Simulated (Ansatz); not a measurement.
# MoSeS (layered bulk) (P6_3mc): a band-gap study from PBEsol to G0W0 at the band limit, part 2 of 2

The study climbs from cheap functionals to G0W0 on MoSeS (layered bulk) (P6_3mc) and then asks what each convergence step is worth.

Ansatz 0.2.0; density functionals, hybrids, G0W0, plane waves, PAW. Known limits of the many-body steps: not at the basis limit; no spin-orbit coupling.

So far. Step 3 (PBEsol bands): The gap is indirect, with the least direct gap 1.19 eV higher. The pressure of 4 GPa says that this functional would expand the cell; it is kept. Step 4 (PBEsol+SOC): The gap stands −0.01 eV against PBEsol.

The structure was built from a prototype and need not be the compound's stable phase.

In doubt: masses and optical values from hybrid runs of this build are listed as unsure (step 8), which bears on the screening that GW takes from such a start.

## 5. HSE06

HSE06 mixes in a quarter of exact exchange at short range. Exchange couples all pairs of k points, which makes a full band path dear, so levels are read on the mesh and at chosen points.

This step: DFT, HSE06, plane waves, PAW; PAW set soft_1.

Contents of input.yaml:

```yaml
crystal:
  lattice:
    - [3.1671178746, 0.0, 0.0]
    - [-1.5835589373, 2.7428045362, 0.0]
    - [0.0, 0.0, 12.0096143063]
  atoms:
    - { symbol: Mo, position: [0.3333333333, 0.6666666667, 0.2550024429] }
    - { symbol: S, position: [0.6666666667, 0.3333333333, 0.382195575] }
    - { symbol: Se, position: [0.6666666667, 0.3333333333, 0.1128019821] }
    - { symbol: Mo, position: [0.6666666667, 0.3333333333, 0.7550024429] }
    - { symbol: S, position: [0.3333333333, 0.6666666667, 0.882195575] }
    - { symbol: Se, position: [0.3333333333, 0.6666666667, 0.6128019821] }
kpoints:
  mp_grid: { grid: [6, 6, 2] }
  band_path:
    path:
      - [0.0, 0.0, 0.0]
      - [0.5, 0.0, 0.0]
      - [0.33333333, 0.33333333, 0.0]
      - [0.0, 0.0, 0.5]
      - [0.5, 0.0, 0.5]
      - [0.33333333, 0.33333333, 0.5]
      - [0.1666666667, 0.1666666667, 0.0]
    npoints: 1
hamiltonian:
  xc: hse06
  pseudopotentials: { kind: paw, azcp: { folder: soft_1 } }
scf:
  occupations: { method: fixed }
  n_extra_bands: 6
output:
  eigenvalues: true
```

Command:

```sh
$ ansatz run input.yaml --threads 2 --pin off --max-ram 92160MiB --backend cuda --events-out ev --progress --plain --runs-dir out --devices 1 --max-vram 13GiB
```

Numbers of over 12 decimals in the logs are rounded to 6 here.

The program printed:

```text
[...]
GPUs: using 1 of 1 available (devices: 1).
[...]
davidson cushion auto → on  (no smearing: the cushion is to keep the highest requested band from converging to the state above it; pin scf.eigensolver.cushion to override)
[...]
GPU FFT provider: cuFFT
GPU libraries: cuBLAS 13.8.2, cuFFT 12.4.0, cuSOLVER 12.3.4
Crystal: 6 atoms, lattice volume = 104.325 Å³
Basis set: ecut = 420 eV, 2045 PW (Γ)
[...]
Fermi energy:    12.944502 eV
[...]
--- Band table (eV; the first three rows and the last of 14) ---
  k-point 0: bands = [... 32 lower, 10.9650, 11.0833, 12.1432, 12.9445, 15.8100, 15.8100, 15.8151, 15.8151, ... 2 higher]
  k-point 1: bands = [... 32 lower, 10.9144, 10.9144, 12.7141, 12.7141, 15.8044, 15.8044, 15.8044, 15.8044, ... 2 higher]
  k-point 2: bands = [... 32 lower, 10.6604, 11.1865, 11.8472, 11.9396, 14.9644, 15.3674, 15.4076, 15.7123, ... 2 higher]
  k-point 13: bands = [... 32 lower, 9.5232, 9.5232, 12.1239, 12.1239, 14.4935, 14.4935, 15.5488, 15.5488, ... 2 higher]
[key lines of the parts left out:]
Free energy (F): -22666.768465 eV
```

Wall time 37 s (1 × NVIDIA H100 80GB HBM3 (shared by 6 runs) with 2 threads of AMD EPYC 7R13 (Zen 3), shared host); peak memory 1.4 GiB; 43 s of CPU time.

This step gave:

| Property | Result |
| --- | --- |
| gap | 1.019 eV |
| valence top at | Γ |
| conduction bottom at | k = (0.167, 0.167, 0.000) |
| least direct gap | 2.174 eV |

The gap stands +0.52 eV against PBEsol.

## 6. G0W0, 9×9×2 mesh, 110 empty bands, screening to 60 eV, PAW set soft_1 files

Now the one-shot GW correction: screening in the RPA, then the self-energy of the levels asked for. This step takes PAW set soft_1 files.

This step: G0W0 on PBEsol, plane waves, PAW; PAW set soft_1.

Contents of input.yaml:

```yaml
crystal:
  lattice:
    - [3.1671178746, 0.0, 0.0]
    - [-1.5835589373, 2.7428045362, 0.0]
    - [0.0, 0.0, 12.0096143063]
  atoms:
    - { symbol: Mo, position: [0.3333333333, 0.6666666667, 0.2550024429] }
    - { symbol: S, position: [0.6666666667, 0.3333333333, 0.382195575] }
    - { symbol: Se, position: [0.6666666667, 0.3333333333, 0.1128019821] }
    - { symbol: Mo, position: [0.6666666667, 0.3333333333, 0.7550024429] }
    - { symbol: S, position: [0.3333333333, 0.6666666667, 0.882195575] }
    - { symbol: Se, position: [0.3333333333, 0.6666666667, 0.6128019821] }
kpoints:
  mp_grid: { grid: [9, 9, 2] }
hamiltonian:
  xc: pbesol
  pseudopotentials: { kind: paw, azcp: { folder: soft_1 }, xc_functional: pbe }
scf:
  occupations: { method: fixed }
gw:
  n_empty_bands: 110
  ecut_chi: 60
  qp_bands: [v2, c2]
  qp_kpoints: band_edges
  screening: { model: contour_deformation }
```

The program printed:

```text
GPUs: using 1 of 1 available (devices: 1).
[...]
GPU FFT provider: cuFFT
GPU libraries: cuBLAS 13.8.2, cuFFT 12.4.0, cuSOLVER 12.3.4
Crystal: 6 atoms, lattice volume = 104.325 Å³
Basis set: ecut = 420 eV, 2045 PW (Γ)
Bands: 44, of which v1, the nominal top of the filled ones, is band 36 counted from 1 (35 counted from 0)
Symmetry: 12 space group operations
[...]
k-points: 24 of 162
[...]
1    38     15.3596   -13.8833    -3.8552   -18.5370  0.7484    16.1722    16.1581  root
[...]
23    35     12.3643   -18.8079     0.8201   -18.5049  0.7522    12.8791    12.8814  root
    23    36     12.3643   -18.8079     0.8201   -18.5049  0.7522    12.8791    12.8814  root
    23    37     14.2500   -16.0793    -3.5748   -20.5833  0.7473    15.1942    15.1792  root
    23    38     14.2500   -16.0793    -3.5748   -20.5833  0.7473    15.1942    15.1792  root
[key lines of the parts left out:]
SCF converged after 10 iterations
Free energy (F): -22418.164912 eV
Fermi energy:    13.171402 eV
```

Elapsed: 46 s, on 1 × NVIDIA H100 80GB HBM3 (shared by 6 runs) with 2 threads; peak memory 1.3 GiB; 66 s of CPU time.

This step gave:

| Quantity | Value |
| --- | --- |
| bands summed | 146 |
| RPA ε∞ on this mesh (eigenvalues) | 9.908, 16.95, 16.95 |
| plane waves in the screening matrix | 99 |
| G0W0 gap on the mesh | 0.8439 eV |
| k of the valence top | 0, 0, 0 |
| k of the conduction bottom | 0.1111, 0.2222, 0 |
| starting gap on the mesh | 0.5990 eV |
| least direct G0W0 gap on the computed points | 2.075 eV |

The gap on the mesh goes from 0.60 eV to 0.84 eV, a correction of +0.24 eV. Between the two edge states, bare exchange in place of the xc potential would open the gap by 4.43 eV, and correlation takes back 4.18 eV. The start differs from the 0.50 eV found before because this mesh misses an edge.

## 7. G0W0, 9×9×2 mesh, 435 empty bands, screening to 150 eV, PAW set soft_1 files

Bands and screening cutoff are moved together, since each hides the error of the other.

input.yaml: that of step 6 with these lines changed.

```diff
@@ -20,4 +20,4 @@
 gw:
-  n_empty_bands: 110
-  ecut_chi: 60
+  n_empty_bands: 435
+  ecut_chi: 150.0
   qp_bands: [v2, c2]
```

The program printed:

```text
GPUs: using 1 of 1 available (devices: 1).
[...]
GPU FFT provider: cuFFT
GPU libraries: cuBLAS 13.8.2, cuFFT 12.4.0, cuSOLVER 12.3.4
Crystal: 6 atoms, lattice volume = 104.325 Å³
Basis set: ecut = 420 eV, 2045 PW (Γ)
Bands: 44, of which v1, the nominal top of the filled ones, is band 36 counted from 1 (35 counted from 0)
Symmetry: 12 space group operations
[...]
k-points: 24 of 162
[...]
GPU buffer pool allocated for 46656 grid points (all kernels)
[...]
SCF iter   1: F=—  HF=-22419.913396 eV  |F-HF|=—  |Δ(HF+E_count)|=         —  Δρ=5.24e-2  dr2=5.83e0  ethr=3.10e-3  ⟨swp⟩=4.9  Hψ=3711  notcnv=0  defer=121
[...]
SCF iter  10: F=-22418.164912 eV  HF=-22418.164912 eV  |F-HF|=5.93e-10  |Δ(HF+E_count)|=   1.03e-7  Δρ=2.51e-6  dr2=4.50e-9  ethr=1.39e-10  ⟨swp⟩=9.9  Hψ=3893  notcnv=0
SCF 1 converged in 10 iterations: F = -22418.164912 eV  dr2 = 4.50e-9
[...]
G₀W₀ screening: q 1/24
[... further progress lines ...]
[...]
SCF converged after 10 iterations
Free energy (F): -22418.164912 eV
[...]
Internal energy: -22418.164912 eV  (E = F + TS)
E sigma→0 (E₀):  -22418.164912 eV
Fermi energy:    13.171402 eV
[...]
--- Band table (eV; the first three rows and the last of 24) ---
  k-point 0: bands = [... 32 lower, 11.3658, 11.4702, 12.5415, 13.1714, 15.3652, 15.3652, 15.3690, 15.3690, ... 4 higher]
  k-point 1: bands = [... 32 lower, 11.3226, 11.3226, 12.9902, 12.9902, 15.3596, 15.3596, 15.3596, 15.3596, ... 4 higher]
  k-point 2: bands = [... 32 lower, 11.2960, 11.5685, 12.5254, 12.7307, 15.1112, 15.1895, 15.2387, 15.2903, ... 4 higher]
  k-point 23: bands = [... 32 lower, 10.1639, 10.1639, 12.3643, 12.3643, 14.2500, 14.2500, 15.0788, 15.0788, ... 4 higher]
[...]
0    35     12.5415   -18.4109     1.3341   -16.7200  0.7601    12.1831    12.1848  root
     0    36     13.1714   -19.6653     0.2829   -19.3560  0.7463    13.1450    13.1450  root
     0    37     15.3652   -13.9361    -4.3813   -18.6145  0.7424    15.6639    15.6623  root
     0    38     15.3652   -13.9361    -4.3813   -18.6145  0.7424    15.6639    15.6623  root
     1    35     12.9902   -19.3272     0.5875   -18.6306  0.7502    12.8810    12.8811  root
     1    36     12.9902   -19.3272     0.5875   -18.6306  0.7502    12.8810    12.8811  root
     1    37     15.3596   -13.8833    -4.3705   -18.5370  0.7407    15.6444    15.6429  root
     1    38     15.3596   -13.8833    -4.3705   -18.5370  0.7407    15.6444    15.6429  root
     2    35     12.5254   -18.4793     1.3618   -16.7557  0.7600    12.1620    12.1637  root
     2    36     12.7307   -19.4314     0.5306   -18.8567  0.7464    12.6866    12.6866  root
     2    37     15.1112   -13.9813    -4.3095   -18.5708  0.7441    15.3927    15.3912  root
     2    38     15.1895   -13.8771    -4.2868   -18.4517  0.7510    15.4789    15.4773  root
     3    35     12.6817   -19.2290     0.7619   -18.3437  0.7496    12.5582    12.5584  root
     3    36     12.6817   -19.2290     0.7619   -18.3437  0.7496    12.5582    12.5584  root
     3    37     15.1656   -13.9897    -4.3502   -18.6522  0.7492    15.4799    15.4780  root
     3    38     15.1656   -13.9897    -4.3502   -18.6522  0.7492    15.4799    15.4780  root
     4    35     11.7737   -19.1449     1.0478   -18.0556  0.7376    11.7321    11.7321  root
     4    36     11.9044   -18.7688     1.4470   -17.0607  0.7476    11.6422    11.6433  root
     4    37     14.2107   -13.9528    -4.0201   -18.2716  0.7523    14.5106    14.5094  root
     4    38     14.7756   -14.3183    -4.0925   -18.6843  0.7422    15.0504    15.0490  root
     6    35     11.5218   -19.0107     1.2205   -17.7487  0.7360    11.4801    11.4802  root
     6    36     11.5710   -19.4491     1.4496   -17.7946  0.7483    11.3654    11.3661  root
     6    37     14.2662   -14.4471    -4.2516   -19.0732  0.7447    14.6429    14.6406  root
     6    38     14.5713   -15.3621    -4.3220   -20.0800  0.7363    14.9699    14.9672  root
[...]
22    35     12.2435   -18.6609     0.4459   -18.2543  0.7443    12.2829    12.2829  root
    22    36     12.5500   -19.2161     0.2656   -19.0068  0.7451    12.6064    12.6064  root
    22    37     14.2450   -16.1021    -4.0832   -20.6101  0.7370    14.6726    14.6698  root
    22    38     14.2450   -16.1021    -4.0832   -20.6101  0.7370    14.6726    14.6698  root
    23    35     12.3643   -18.8079     0.3510   -18.5049  0.7450    12.4123    12.4123  root
    23    36     12.3643   -18.8079     0.3510   -18.5049  0.7450    12.4123    12.4123  root
    23    37     14.2500   -16.0793    -4.0818   -20.5833  0.7372    14.6750    14.6722  root
    23    38     14.2500   -16.0793    -4.0818   -20.5833  0.7372    14.6750    14.6722  root
```

Run time: 1.8 min. Hardware: 1 × NVIDIA H100 80GB HBM3 (shared by 6 runs) with 2 threads; peak memory 2.4 GiB.

Numbers from this step:

| Property | Result |
| --- | --- |
| bands summed | 471 |
| RPA ε∞ on this mesh (eigenvalues) | 9.798, 16.33, 16.33 |
| plane waves in the screening matrix | 461 |
| q-points in the mesh | 162 |
| G0W0 gap on the mesh | 0.9382 eV |
| k of the valence top | 0, 0, 0 |
| k of the conduction bottom | 0.1111, 0.2222, 0 |
| starting gap on the mesh | 0.5990 eV |
| Z at the valence top | 0.7463 |
| Z at the conduction bottom | 0.7557 |
| least direct G0W0 gap on the computed points | 2.063 eV |

Against the run with 9×9×2 mesh, 110 empty bands, screening to 60 eV, PAW set soft_1 files, the gap moves by +0.09 eV.

Limits: finite bands, cutoff and mesh; no spin-orbit coupling. v1 is the top filled band, c1 the lowest empty one. Levels before and after the correction, in eV, zero at the valence-band top of each column:

|  | conduction bottom | valence top |
| --- | --- | --- |
| Kohn-Sham | 0.60 | 0.00 |
| G0W0 | 0.94 | 0.00 |

|  | level | occupation | energy (eV) |
| --- | --- | --- | --- |
| Kohn-Sham | Γ v2 | 2 | -0.630 |
| Kohn-Sham | Γ v1 | 2 | 0.000 |
| Kohn-Sham | Γ c1-c2 | 0 | 2.194 |
| Kohn-Sham | (0.111 0.222 0) v2 | 2 | -1.476 |
| Kohn-Sham | (0.111 0.222 0) v1 | 2 | -1.406 |
| Kohn-Sham | (0.111 0.222 0) c1 | 0 | 0.599 |
| Kohn-Sham | (0.111 0.222 0) c2 | 0 | 1.553 |
| G0W0 | Γ v2 | 2 | -0.960 |
| G0W0 | Γ v1 | 2 | 0.000 |
| G0W0 | Γ c1-c2 | 0 | 2.517 |
| G0W0 | (0.111 0.222 0) v2 | 2 | -1.507 |
| G0W0 | (0.111 0.222 0) v1 | 2 | -1.518 |
| G0W0 | (0.111 0.222 0) c1 | 0 | 0.938 |
| G0W0 | (0.111 0.222 0) c2 | 0 | 1.954 |

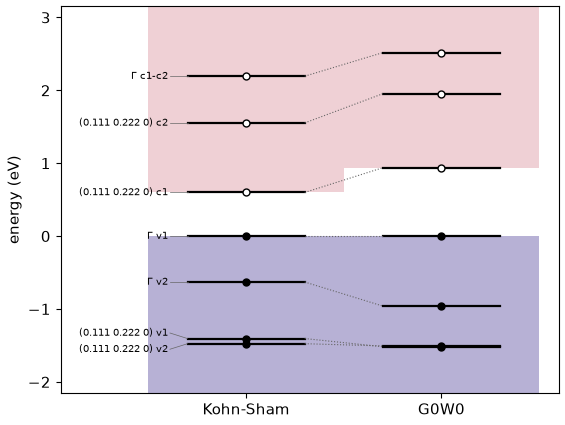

Levels before and after the correction. Shaded: valence and conduction bands. Filled marks are occupied levels, open marks empty ones.

How the two edges are built up, in eV (the quasiparticle level is the starting level plus Σx plus Σc less Vxc):

| run | edge | start | Σx | Σc | Vxc | Z | QP |
| --- | --- | --- | --- | --- | --- | --- | --- |
| 146 bands | valence top | 13.17 | -19.67 | 0.83 | -19.36 | 0.76 | 13.69 |
| 146 bands | conduction bottom | 13.77 | -13.84 | -3.35 | -17.96 | 0.76 | 14.54 |
| 471 bands | valence top | 13.17 | -19.67 | 0.28 | -19.36 | 0.75 | 13.14 |
| 471 bands | conduction bottom | 13.77 | -13.84 | -3.81 | -17.96 | 0.76 | 14.08 |

## 8. G0W0@HSE06, 9×9×2 mesh, 202 empty bands, screening to 90 eV, PAW set soft_1 files

One-shot GW remembers its start. Another functional's orbitals and levels show by how much. Bands and cutoff are not those of the step before, so part of the change comes from them.

This step: G0W0 on HSE06, plane waves, PAW; PAW set soft_1.

input.yaml: that of step 7 with these lines changed.

```diff
@@ -15,4 +15,4 @@
 hamiltonian:
-  xc: pbesol
-  pseudopotentials: { kind: paw, azcp: { folder: soft_1 }, xc_functional: pbe }
+  xc: hse06
+  pseudopotentials: { kind: paw, azcp: { folder: soft_1 } }
 scf:
@@ -20,4 +20,4 @@
 gw:
-  n_empty_bands: 435
-  ecut_chi: 150.0
+  n_empty_bands: 202
+  ecut_chi: 90
   qp_bands: [v2, c2]
```

The program printed:

```text
GPUs: using 1 of 1 available (devices: 1).
[...]
GPU FFT provider: cuFFT
GPU libraries: cuBLAS 13.8.2, cuFFT 12.4.0, cuSOLVER 12.3.4
Crystal: 6 atoms, lattice volume = 104.325 Å³
Basis set: ecut = 420 eV, 2045 PW (Γ)
Bands: 44, of which v1, the nominal top of the filled ones, is band 36 counted from 1 (35 counted from 0)
Symmetry: 12 space group operations
[...]
k-points: 24 of 162
[...]
1    37     15.8054   -13.7297    -4.0220   -18.0125  0.7696    16.0672    16.0663  root
     1    38     15.8054   -13.7297    -4.0220   -18.0125  0.7696    16.0672    16.0663  root
[...]
23    35     12.1257   -18.7521     0.5676   -18.5337  0.7730    12.4740    12.4749  root
    23    36     12.1257   -18.7521     0.5676   -18.5337  0.7730    12.4740    12.4749  root
    23    37     14.4903   -15.9682    -3.6578   -20.0290  0.7673    14.8950    14.8932  root
    23    38     14.4903   -15.9682    -3.6578   -20.0290  0.7673    14.8950    14.8932  root
[key lines of the parts left out:]
Free energy (F): -22666.767242 eV
Fermi energy:    12.943297 eV
```

The job ended after 99 s (1 × NVIDIA H100 80GB HBM3 (shared by 6 runs) with 2 threads; peak memory 2.4 GiB; 2.1 min of CPU time).

This step gave:

- bands summed: 238
- RPA ε∞ on this mesh (eigenvalues): 7.446, 12.98, 12.98
- plane waves in the screening matrix: 229
- G0W0 gap on the mesh: 1.068 eV
- k of the valence top: 0, 0, 0
- k of the conduction bottom: 0.1111, 0.2222, 0
- starting gap on the mesh: 1.123 eV
- least direct G0W0 gap on the computed points: 2.208 eV

Against the run with 9×9×2 mesh, 435 empty bands, screening to 150 eV, PAW set soft_1 files on PBEsol, the gap moves by +0.13 eV, while the start moved by +0.52 eV.

## 9. The ladder

Times are wall times on 1 × NVIDIA H100 80GB HBM3 (shared by 6 runs) with 2 threads of AMD EPYC 7R13 (Zen 3), shared host, good to a factor of about two. G0W0 rows are gaps on the mesh, lowered by the amount that the mesh misses the start's edges, a rough step that assumes the same correction there.

| level | gap (eV) | least direct gap (eV) | time |
| --- | --- | --- | --- |
| PBEsol | 0.50 | 1.70 | 9 s |
| PBEsol+SOC | 0.49 | 1.66 | 22 s |
| HSE06 | 1.02 | 2.17 | 37 s |
| G0W0@PBEsol (110 empty bands) | 0.75 | - | 46 s |
| G0W0@PBEsol (435 empty bands) | 0.84 | - | 1.8 min |
| G0W0@HSE06 (202 empty bands) | 0.96 | - | 99 s |

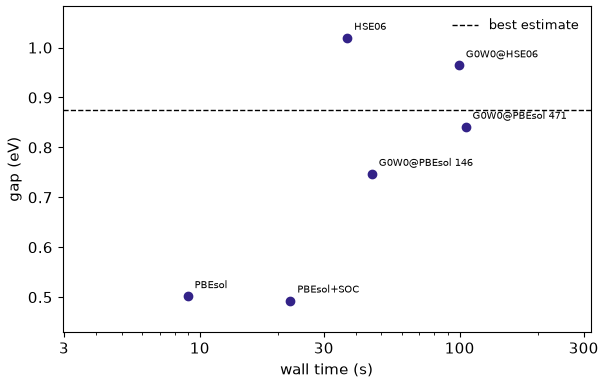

Result against wall time.

## 10. Adding up the best estimate

| term | eV | running total (eV) |
| --- | --- | --- |
| G0W0 on the mesh, top rung | 0.938 | 0.938 |
| to the limit, by a line in one over the bands through the two top rungs | +0.042 | 0.981 |
| band edges off the mesh | −0.097 | 0.883 |
| spin-orbit change, from PBEsol | −0.009 | 0.875 |

## 11. Outcome

| Property | Result |
| --- | --- |
| PBEsol gap | 0.50 eV, indirect |
| HSE06 | 1.02 eV |
| G0W0, top rung on the mesh | 0.94 eV |
| best estimate, G0W0@PBEsol with spin-orbit change | 0.87 eV |
| GW settings of the top rung | 9×9×2 mesh, 435 empty bands, screening to 150 eV, PAW set soft_1 files |
| known limits | one-shot GW, static lattice; one k mesh, untested |

**Reading.** The best estimate for G0W0@PBEsol is 0.87 eV, indirect by PBEsol+SOC, against 0.49 eV at the start (both with spin-orbit coupling). The limit rests on the two highest rungs, unchecked by another pair. The term for edges off the mesh assumes that the correction there equals that on the mesh, which is rough. Among the functionals HSE06 comes nearest: +0.14 eV from the estimate without its spin-orbit term (0.88 eV). All runs took 5.6 min, 75 % of it in G0W0.

[Paths, hosts, dates, memory and timing lines, banners, echoed tables and standing remarks are left out of the program output.]

[Logs are printed without paths, hosts, clocks, repeated set-up lines and the standing remarks that a program may print on its own settings, such as how far it seeks lower states.]

[Runs of the session that timed out or met a known fault of the program may be left out.]

[Cells called generated may have been cut or substituted from an entry of the Crystallography Open Database or the Materials Project.]

[Hosts, paths, dates, database ids (printed as entryN), source tags and the programs' standing remarks are cut or masked in the printed files.]
